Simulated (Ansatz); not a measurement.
Run report: C$_{3}$H$_{7}$FSi, single-point calculation

The run: single-point calculation of C$_{3}$H$_{7}$FSi, SMILES C=C[SiH](C)F. Method and program: RKS PBE/def2-TZVP (Ansatz 0.2.0).

Some settings of this run were made unusual or wrong on purpose. The geometry comes from this level: PBE0-D4/def2-TZVP. Figures and captions count atoms from 1; the log counts them from 0 in places.

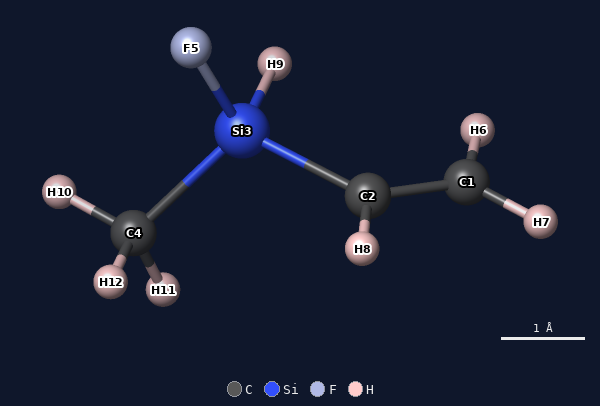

Figure 1. The input geometry (ball-and-stick view, seen at a tilt; atoms are numbered from 1 in the order of the input).

What the run reported

```csv
quantity,value
outcome,converged
total energy,−13950.0087 eV
SCF solution under orbital rotations,stable
largest force (length of the vector),177.206 eV/Å
dipole moment,12.21 D
hardware,"4 threads of Intel Xeon @ 2.50GHz, 15 GiB of memory available, shared host"
wall time,18 s (CPU time 63 s)
peak memory,0.53 GiB
```

Diagnosis

A setting was made wrong on purpose: grid. The program still converged, but the numbers can't be taken as results for the intended system.

Input
```yaml
crystal:
  periodic: [false, false, false]
  atoms:
    - {symbol: C, position_ang: [-2.217898, -0.209702, 0.002751]}
    - {symbol: C, position_ang: [-1.089485, 0.229702, -0.549483]}
    - {symbol: Si, position_ang: [0.439080, 0.520431, 0.453821]}
    - {symbol: C, position_ang: [1.889625, -0.466007, -0.150819]}
    - {symbol: F, position_ang: [0.841057, 2.074266, 0.365905]}
    - {symbol: H, position_ang: [-2.295020, -0.389272, 1.072059]}
    - {symbol: H, position_ang: [-3.113423, -0.409332, -0.579395]}
    - {symbol: H, position_ang: [-1.073672, 0.394783, -1.626254]}
    - {symbol: H, position_ang: [0.123779, 0.222672, 1.876020]}
    - {symbol: H, position_ang: [2.783667, -0.245419, 0.437203]}
    - {symbol: H, position_ang: [1.682451, -1.536286, -0.069634]}
    - {symbol: H, position_ang: [2.106940, -0.241034, -1.198073]}
basis:
  gaussian: {orbitals: def2-TZVP, final_grid: {core_spheres: 1, valence_spheres: 1, degree: 1}}
hamiltonian: {xc: {name: PBE}}
output: {forces: true}
```

Run as:
```bash
ansatz run in.yaml --threads 4 --pin off --events-out ev --progress --plain --max-ram 10444MiB
```

Output
```
Functional definition: PBE
  name "PBE"
  cite "Perdew, Burke & Ernzerhof, Phys. Rev. Lett. 77, 3865 (1996) doi:10.1103/PhysRevLett.77.3865"
  parent pbe
  parameter kappa = 0.804
  parameter beta = 0.06672455060314922
  exchange = pbe_x(kappa = kappa, mu = beta*pi^2/3)
  correlation = pbe_c(beta = beta)
1256 factors; their error is unknown
mean field evaluation 1: about -13796.2384 eV, gradient 8.6e1 eV
mean field evaluation 2: about -13775.1622 eV, gradient 1.2e2 eV
mean field evaluation 4: about -13812.4496 eV, gradient 1.0e1 eV
mean field evaluation 8: about -13782.9388 eV, gradient 3.3e2 eV
mean field evaluation 16: about -13925.0682 eV, gradient 3.0e1 eV
mean field evaluation 32: about -13950.0291 eV, gradient 4.6e-4 eV
a density is far from that of the atoms, so the factors are made again for it
2023 factors; integrals over basis functions are off by at most 1.1e-4 eV
mean field evaluation 64: about -13948.3224 eV, gradient 1.7e1 eV
mean field -13950.00857089 eV, -512.6533593249 hartree, gradient 3.1e-5 eV, S^2 0.000000; 0 other end points of the search recorded, 0 dependent functions left out
the calculation of the forces begins
reference -13950.00868328 eV, -512.6533634552 hartree; 24, 24 occupied and 179, 179 virtual orbitals, 2023 factors
Total energy: -13950.00868328 eV, -512.6533634552 hartree
Atom 0 at    -2.217898    -0.209702     0.002751 Å, force   163.010584    58.550048   -37.437192 eV/Å
Atom 1 at    -1.089485     0.229702    -0.549483 Å, force  -127.336855    -9.073219    73.202539 eV/Å
Atom 2 at     0.439080     0.520431     0.453821 Å, force   -54.842187   -10.853086   -75.082789 eV/Å
Atom 3 at     1.889625    -0.466007    -0.150819 Å, force    -7.456823    10.904011    11.850182 eV/Å
Atom 4 at     0.841057     2.074266     0.365905 Å, force    28.166468    -2.736202    33.441952 eV/Å
Atom 5 at    -2.295020    -0.389272     1.072059 Å, force     0.224931    -5.428620     8.345845 eV/Å
Atom 6 at    -3.113423    -0.409332    -0.579395 Å, force    -7.082086    -2.181845   -10.624451 eV/Å
Atom 7 at    -1.073672     0.394783    -1.626254 Å, force     6.573708   -41.490989   -10.249411 eV/Å
Atom 8 at     0.123779     0.222672     1.876020 Å, force    -3.003120    -5.429796     9.291222 eV/Å
Atom 9 at     2.783667    -0.245419     0.437203 Å, force     1.706544     3.487759     6.445449 eV/Å
Atom 10 at     1.682451    -1.536286    -0.069634 Å, force    -0.612203     0.782362     1.210299 eV/Å
Atom 11 at     2.106940    -0.241034    -1.198073 Å, force     0.651039     3.469577   -10.393644 eV/Å
Dipole moment:     1.950279    -1.023345     1.269019 e Å
```
